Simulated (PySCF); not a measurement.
# One shape, several levels: CH6BrNSi (SMILES C[SiH](N)Br)

We compute a comparison of 5 runs (HF/3-21G, HF/6-31G*, PBE0/def2-SVP, MP2/def2-SVP, MP2/def2-TZVP) of CH6BrNSi. Input form: a Python script.

Program for the calculation: PySCF 2.14.0.

**1. The molecule**

The species is CH6BrNSi (10 atoms), meant as a singlet with charge 0. SMILES: `C[SiH](N)Br`. The shape is that of a PBE0-D4/def2-TZVP optimisation. This is one conformer, not always the lowest.

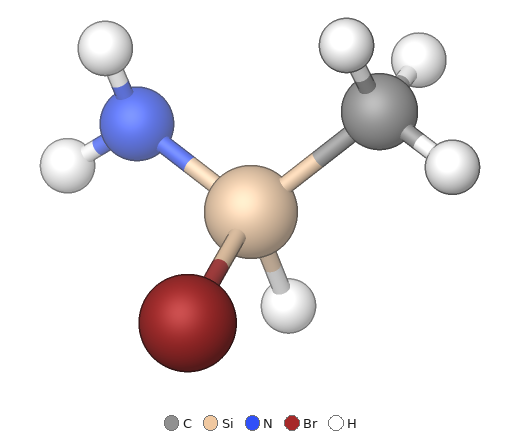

The structure, seen from a chosen angle (carbon grey, silicon light orange, nitrogen blue, bromine red, hydrogen white).

**2. Energy and gradient at HF/3-21G (run 1)**

run.py reads:

```python
# C[SiH](N)Br
from pyscf import gto, scf

molecule = gto.M(
    atom='''
C     -0.925600     0.999400    -0.347100
Si    -0.120000    -0.618300     0.065500
N      1.384300    -0.347800     0.823300
Br     0.027900    -1.781000    -1.860100
H     -0.295200     1.581700    -1.023600
H     -1.092300     1.581400     0.562500
H     -1.884000     0.834300    -0.842500
H     -0.922000    -1.480500     0.962300
H      2.038900     0.301900     0.415800
H      1.871200    -1.122100     1.247000
''',
    verbose=4,
    max_memory=1860,
    basis='3-21g',
)

myscf = scf.RHF(molecule)
myscf.conv_tol = 1e-10
myscf.kernel()
if not myscf.converged:
    myscf = myscf.newton().run(myscf.mo_coeff, myscf.mo_occ)

etot = myscf.e_tot
print('E(%s) = %.9f' % ('HF', etot))
grad = myscf.nuc_grad_method().kernel()
dip = myscf.dip_moment()
pop, q = myscf.mulliken_pop()
```

Run with:

```
$ OMP_NUM_THREADS=1 python run.py
```

The program printed:

```text
PySCF version 2.14.0

[... 64 lines left out ...]
converged SCF energy = -2942.8141035495
[... 12 lines left out ...]
Dipole moment(X, Y, Z, Debye):  0.99708,  1.70566,  1.79191
[... 37 lines left out ...]
pop of  3 Br 2px          1.99675
pop of  3 Br 2py          1.99663
pop of  3 Br 2pz          1.99642
pop of  3 Br 3px          1.99176
pop of  3 Br 3py          1.99117
pop of  3 Br 3pz          1.98997
pop of  3 Br 4px          0.81360
pop of  3 Br 4py          0.78387
pop of  3 Br 4pz          0.72053
pop of  3 Br 5px          1.12121
pop of  3 Br 5py          1.05566
pop of  3 Br 5pz          0.93856
pop of  3 Br 3dxy         1.99990
pop of  3 Br 3dyz         1.99929
pop of  3 Br 3dz^2        1.99943
pop of  3 Br 3dxz         1.99973
pop of  3 Br 3dx2-y2      1.99986
pop of  4 H 1s            0.45415
pop of  4 H 2s            0.31279
pop of  5 H 1s            0.45396
pop of  5 H 2s            0.30836
pop of  6 H 1s            0.45459
pop of  6 H 2s            0.30558
pop of  7 H 1s            0.43394
pop of  7 H 2s            0.76696
pop of  8 H 1s            0.43798
pop of  8 H 2s            0.22599
pop of  9 H 1s            0.43799
pop of  9 H 2s            0.22096
 ** Mulliken atomic charges  **
charge of    0C =     -1.09664
charge of    1Si =      1.38812
charge of    2N =     -1.06821
charge of    3Br =     -0.41004
charge of    4H =      0.23306
charge of    5H =      0.23769
charge of    6H =      0.23983
charge of    7H =     -0.20090
charge of    8H =      0.33603
charge of    9H =      0.34106
```

It took 3 s on 1 thread of Intel Xeon at 2.70GHz, shared host; peak memory 0.14 GiB.

**3. Energy and forces at HF/6-31G(d) (spherical functions) (run 2)**

job.py reads:

```python
from pyscf import gto

mol = gto.M(
    atom='''
C   -0.925600   0.999400  -0.347100
Si  -0.120000  -0.618300   0.065500
N    1.384300  -0.347800   0.823300
Br   0.027900  -1.781000  -1.860100
H   -0.295200   1.581700  -1.023600
H   -1.092300   1.581400   0.562500
H   -1.884000   0.834300  -0.842500
H   -0.922000  -1.480500   0.962300
H    2.038900   0.301900   0.415800
H    1.871200  -1.122100   1.247000
''',
    charge=0,
    max_memory=1860,
    spin=0,
    basis='6-31g*',
    verbose=3,
)

mf = mol.RHF()
mf.conv_tol = 1e-10
mf.kernel()
if not mf.converged:
    mf = mf.newton().run(mf.mo_coeff, mf.mo_occ)

e_final = mf.e_tot
print('E = %.10f Eh' % e_final)
grad = mf.nuc_grad_method().kernel()
dip = mf.dip_moment()
pop, q = mf.mulliken_pop()
```

Run with:

```
$ OMP_NUM_THREADS=1 python job.py
```

The program printed:

```text
converged SCF energy = -2956.91709564819
E = -2956.9170956482 Eh
--------------- RHF gradients ---------------
         x                y                z
0 C     0.0042684912    -0.0070019023     0.0027938910
1 Si     0.0036405854     0.0073406759    -0.0079530080
2 N    -0.0125018907     0.0013566745    -0.0000787325
3 Br    -0.0006685502     0.0023078542     0.0033447360
4 H     0.0034707235     0.0012079860    -0.0030640586
5 H    -0.0004345397     0.0017923320     0.0044775735
6 H    -0.0036369247    -0.0023766319    -0.0021875514
7 H    -0.0025288961    -0.0030967634     0.0035260764
8 H     0.0048767288     0.0053508212    -0.0040444259
9 H     0.0035142725    -0.0068810462     0.0031854995
----------------------------------------------
Dipole moment(X, Y, Z, Debye):  0.97008,  1.61366,  1.66815
 ** Mulliken pop  **
pop of  0 C 1s            1.99760
pop of  0 C 2s            0.63928
pop of  0 C 3s            0.73153
pop of  0 C 2px           0.68872
pop of  0 C 2py           0.69865
pop of  0 C 2pz           0.68777
pop of  0 C 3px           0.43892
pop of  0 C 3py           0.45687
pop of  0 C 3pz           0.43008
pop of  0 C 3dxy          0.00516
pop of  0 C 3dyz          0.00918
pop of  0 C 3dz^2         0.00451
pop of  0 C 3dxz          0.00928
pop of  0 C 3dx2-y2       0.00533
pop of  1 Si 1s           1.99970
pop of  1 Si 2s           1.99831
pop of  1 Si 3s           0.87245
pop of  1 Si 4s           0.04793
pop of  1 Si 2px          1.99209
pop of  1 Si 2py          1.99194
pop of  1 Si 2pz          1.99099
pop of  1 Si 3px          0.53408
pop of  1 Si 3py          0.59295
pop of  1 Si 3pz          0.49991
pop of  1 Si 4px          0.03697
pop of  1 Si 4py          0.05101
pop of  1 Si 4pz          0.04700
pop of  1 Si 3dxy         0.05503
pop of  1 Si 3dyz         0.06391
pop of  1 Si 3dz^2        0.04514
pop of  1 Si 3dxz         0.06425
pop of  1 Si 3dx2-y2      0.05507
pop of  2 N 1s            1.99762
pop of  2 N 2s            0.74841
pop of  2 N 3s            0.88913
pop of  2 N 2px           0.81040
pop of  2 N 2py           0.79985
pop of  2 N 2pz           0.88642
pop of  2 N 3px           0.53794
pop of  2 N 3py           0.61004
pop of  2 N 3pz           0.74657
pop of  2 N 3dxy          0.00965
pop of  2 N 3dyz          0.00456
pop of  2 N 3dz^2         0.00181
pop of  2 N 3dxz          0.00548
pop of  2 N 3dx2-y2       0.00193
pop of  3 Br 1s           1.99997
pop of  3 Br 2s           1.99962
pop of  3 Br 3s           2.00005
pop of  3 Br 4s           1.52053
pop of  3 Br 5s           0.45562
pop of  3 Br 2px          1.99983
pop of  3 Br 2py          1.99982
pop of  3 Br 2pz          1.99980
pop of  3 Br 3px          1.99823
pop of  3 Br 3py          1.99799
pop of  3 Br 3pz          1.99754
pop of  3 Br 4px          1.34408
pop of  3 Br 4py          1.29738
pop of  3 Br 4pz          1.20645
pop of  3 Br 5px          0.60391
pop of  3 Br 5py          0.54465
pop of  3 Br 5pz          0.43957
pop of  3 Br 3dxy         1.39365
pop of  3 Br 3dyz         1.39313
pop of  3 Br 3dz^2        1.39292
pop of  3 Br 3dxz         1.39312
pop of  3 Br 3dx2-y2      1.39368
pop of  3 Br 4dxy         0.58495
pop of  3 Br 4dyz         0.58525
pop of  3 Br 4dz^2        0.58544
pop of  3 Br 4dxz         0.58535
pop of  3 Br 4dx2-y2      0.58492
pop of  3 Br 5dxy         0.02230
pop of  3 Br 5dyz         0.03289
pop of  3 Br 5dz^2        0.02965
pop of  3 Br 5dxz         0.02380
pop of  3 Br 5dx2-y2      0.02300
pop of  4 H 1s            0.51211
pop of  4 H 2s            0.29303
pop of  5 H 1s            0.51230
pop of  5 H 2s            0.28972
pop of  6 H 1s            0.51203
pop of  6 H 2s            0.28589
pop of  7 H 1s            0.50621
pop of  7 H 2s            0.63211
pop of  8 H 1s            0.48987
pop of  8 H 2s            0.13032
pop of  9 H 1s            0.48932
pop of  9 H 2s            0.12656
 ** Mulliken atomic charges  **
charge of    0C =     -0.80289
charge of    1Si =      1.06126
charge of    2N =     -1.04982
charge of    3Br =     -0.42908
charge of    4H =      0.19486
charge of    5H =      0.19798
charge of    6H =      0.20208
charge of    7H =     -0.13833
charge of    8H =      0.37981
charge of    9H =      0.38412
```

Wall time 17 s (1 thread of Intel Xeon at 2.70GHz, shared host); peak memory 0.18 GiB.

Runs 3 to 4 aren't shown in full; the table further down has their settings and results.

**4. Energy and gradient at MP2/def2-TZVP (run 5)**

Edit run.py of step 2 so:

```diff
@@ -1,5 +1,5 @@
 # C[SiH](N)Br
-from pyscf import gto, scf
+from pyscf import gto, mp
 
-molecule = gto.M(
+system = gto.M(
     atom='''
@@ -16,8 +16,9 @@
 ''',
-    verbose=4,
     max_memory=1860,
-    basis='3-21g',
+    spin=0,
+    verbose=3,
+    basis='def2-tzvp',
 )
 
-myscf = scf.RHF(molecule)
+myscf = system.RHF()
 myscf.conv_tol = 1e-10
@@ -27,6 +28,6 @@
 
-etot = myscf.e_tot
-print('E(%s) = %.9f' % ('HF', etot))
-grad = myscf.nuc_grad_method().kernel()
-dip = myscf.dip_moment()
-pop, q = myscf.mulliken_pop()
+pt = mp.MP2(myscf, frozen=16).run()
+etot = pt.e_tot
+print(f'total energy: {etot:.8f} hartree')
+grad = pt.nuc_grad_method().kernel()
+myscf.analyze()
```

Run with:

```
$ OMP_NUM_THREADS=1 python run.py
```

The program printed:

```text
converged SCF energy = -2957.3113611958
[... 18 lines left out ...]
MO #7   energy= -15.5481738181355  occ= 2
[... 15 lines left out ...]
MO #23  energy= -0.998004442299667 occ= 2
[... 15 lines left out ...]
MO #39  energy= 0.190648612178775  occ= 0
[... 15 lines left out ...]
MO #55  energy= 0.463058243959562  occ= 0
[... 15 lines left out ...]
MO #71  energy= 0.765579964783442  occ= 0
[... 15 lines left out ...]
MO #87  energy= 1.36588630405595   occ= 0
[... 15 lines left out ...]
MO #103 energy= 1.79373421524845   occ= 0
[... 15 lines left out ...]
MO #119 energy= 2.16093553893482   occ= 0
[... 15 lines left out ...]
MO #135 energy= 2.75309449018469   occ= 0
[... 15 lines left out ...]
MO #151 energy= 3.66146853115398   occ= 0
[... 15 lines left out ...]
MO #167 energy= 4.73051438971567   occ= 0
[... 15 lines left out ...]
MO #183 energy= 33.0447789794512   occ= 0
[... 11 lines left out ...]
Dipole moment(X, Y, Z, Debye):  0.88881,  1.45169,  1.41460
```

Run time: 3.2 min. Hardware: 1 thread of Intel Xeon at 2.70GHz, shared host; peak memory 2.4 GiB.

**5. Overview of the runs**

```csv
run,level,integration grid,frozen core orbitals,energy (Eh),dipole moment (D) of the reference,HOMO energy (eV),LUMO energy (eV),wall time
1,HF/3-21G,–,–,-2942.814104,2.67,-10.61,5.07,3 s
2,HF/6-31G* (spherical functions),–,–,-2956.917096,2.52,-10.80,4.61,17 s
3,PBE0/def2-SVP,5,–,-2959.199351,2.30,-7.52,1.34,45 s
4,MP2/def2-SVP,–,16,-2957.422792,2.30,-10.79,4.41,28 s
5,MP2/def2-TZVP,–,16,-2958.084948,2.21,-10.87,3.36,3.2 min
```

**6. What came out**

```
                                           quantity           value
                                run 5: total energy  -2958.08495 Eh
        run 5: dipole moment (Hartree–Fock density)          2.21 D
         run 5: HOMO energy (Hartree–Fock orbitals)       -10.87 eV
         run 5: LUMO energy (Hartree–Fock orbitals)         3.36 eV
       run 5: HOMO–LUMO gap (Hartree–Fock orbitals)        14.23 eV
run 5: correlation energy (16 core orbitals frozen)      -773.6 mEh
                    run 5: largest force on an atom      0.234 eV/Å
```

Over runs 1, 2, 3 the dipole moment (its size) runs from 2.30 D (PBE0/def2-SVP) to 2.67 D (HF/3-21G). The two ends differ in method and basis. Over runs 1, 2, 3 the HOMO–LUMO gap runs from 8.86 eV (PBE0/def2-SVP) to 15.68 eV (HF/3-21G). All runs together took 4.7 min, the longest 3.2 min.
